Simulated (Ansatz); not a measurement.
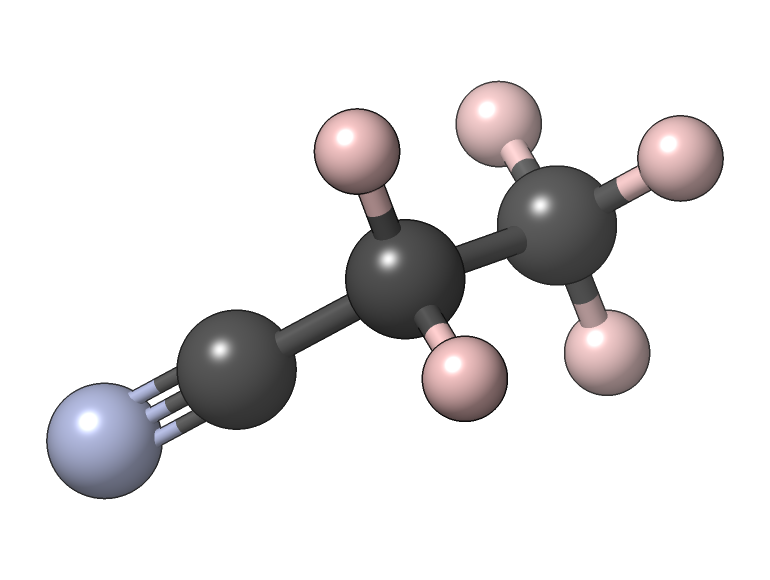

A ball-and-stick model of a molecule. Colours: carbon dark grey, nitrogen light blue, hydrogen pink.

Computed geometry: PBE0-D4/def2-TZVP optimisation.

Question: Which formula does it have?

Answer: C3H5N, 9 atoms: 3 carbon, 5 hydrogen and 1 nitrogen.

Question: What is the point group of this geometry?

Answer: Cs.

More results for the same structure follow; atom numbers are the same in all pictures, views and colours differ.

**Shape**

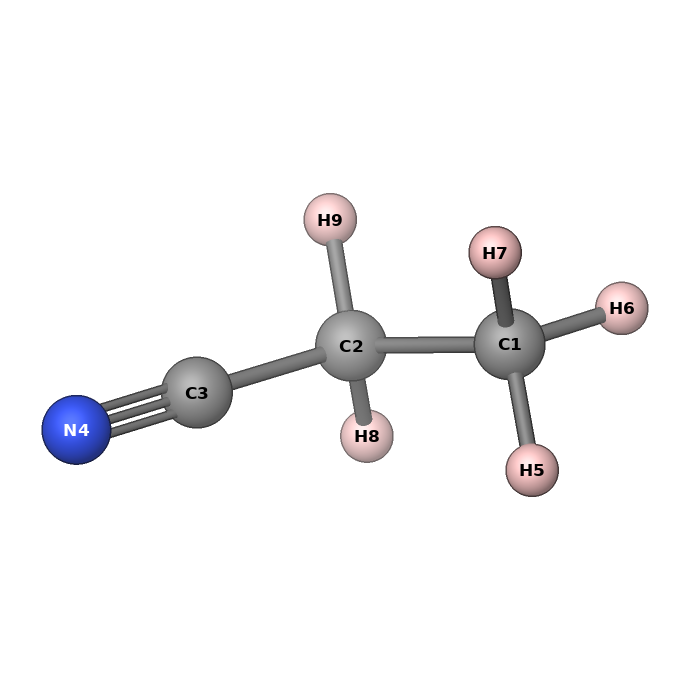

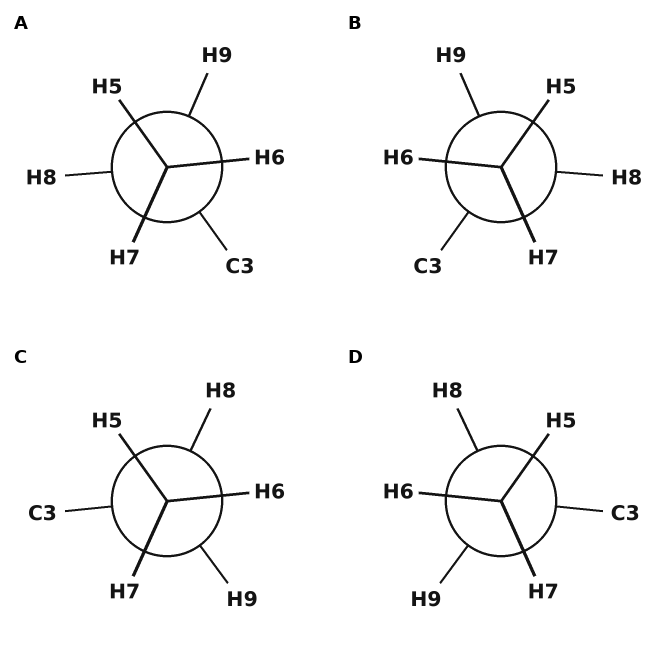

Depth is shown by fading: the farther an atom, the more it takes the colour of the background. Bonds that would overlap in a projection are set slightly apart.

Question: Which Newman projection shows the view along C1–C2, with C1 in front?

Answer: D. The torsion angle H5–C1–C2–C3 is 60°, synclinal (gauche).

**Levels of theory compared**

Program: Ansatz 0.2.0.

Tabulate vertical IP (eV), dipole (D), HOMO–LUMO gap (eV) at these levels: B3LYP-D4/def2-TZVPP; PBE-D4/def2-TZVPP; r2SCAN-D4/def2-TZVPP; ωB97M-V/def2-TZVPP.

| level | vertical IP (eV) | dipole (D) | HOMO–LUMO gap (eV) |
| --- | --- | --- | --- |
| B3LYP-D4/def2-TZVPP | 11.83 | 4.10 | 9.25 |
| PBE-D4/def2-TZVPP | 11.51 | 4.03 | 7.53 |
| r2SCAN-D4/def2-TZVPP | 11.60 | 4.15 | 8.22 |
| ωB97M-V/def2-TZVPP | 11.93 | 4.10 | 13.72 |

**Charges**

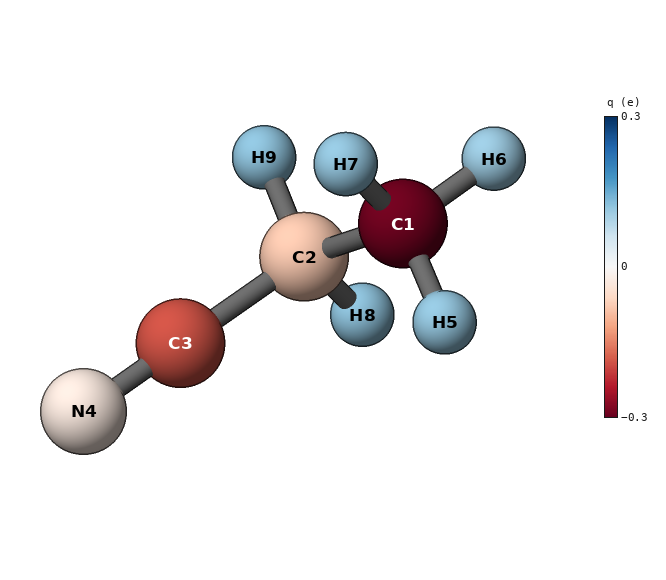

Atoms are coloured by their Mulliken charges. Level of theory: RKS ωB97M-V/def2-TZVPP (Ansatz 0.2.0).

List the Mulliken charges.

```json
{"atom": "C1", "value (e)": "−0.29"}
{"atom": "C2", "value (e)": "−0.08"}
{"atom": "C3", "value (e)": "−0.19"}
{"atom": "N4", "value (e)": "−0.03"}
{"atom": "H5", "value (e)": "0.12"}
{"atom": "H6", "value (e)": "0.11"}
{"atom": "H7", "value (e)": "0.12"}
{"atom": "H8", "value (e)": "0.12"}
{"atom": "H9", "value (e)": "0.12"}
```

**Thermal motion**

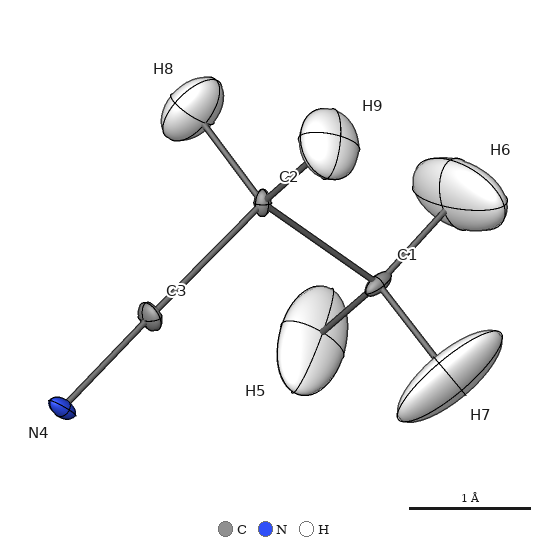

Displacement ellipsoids at the 50 % level, enlarged 1.5 times, from the internal vibrations of the free molecule (harmonic, no overall translation or rotation; no half-axis is drawn under 0.075 Å). Vibrations computed with RKS PBE0-D4/def2-TZVP (Ansatz 0.2.0). Temperature: 298 K.

Question: Which atom moves most?

Answer: H6, with U_eq = 0.0286 Å².

Question: Does H5 move more along its bond or across it?

Answer: Across it: the root-mean-square amplitude is 0.075 Å along the bond and up to 0.238 Å across, since bending and torsion are softer than stretching.

List U_eq and the three principal root-mean-square amplitudes for each kind of atom.

| atom | U_eq (Å²) | rms amplitudes (Å) |
| --- | --- | --- |
| C1 | 0.0017 | 0.019, 0.027, 0.062 |
| C2 | 0.0014 | 0.030, 0.031, 0.049 |
| C3 | 0.0024 | 0.031, 0.056, 0.056 |
| N4 | 0.0021 | 0.025, 0.039, 0.065 |
| H5, H7 | 0.0262 | 0.074, 0.129, 0.238 |
| H6 | 0.0286 | 0.089, 0.139, 0.242 |
| H8, H9 | 0.0130 | 0.079, 0.119, 0.136 |

Mulliken values depend strongly on the basis set and can even reverse the polarity of a bond.
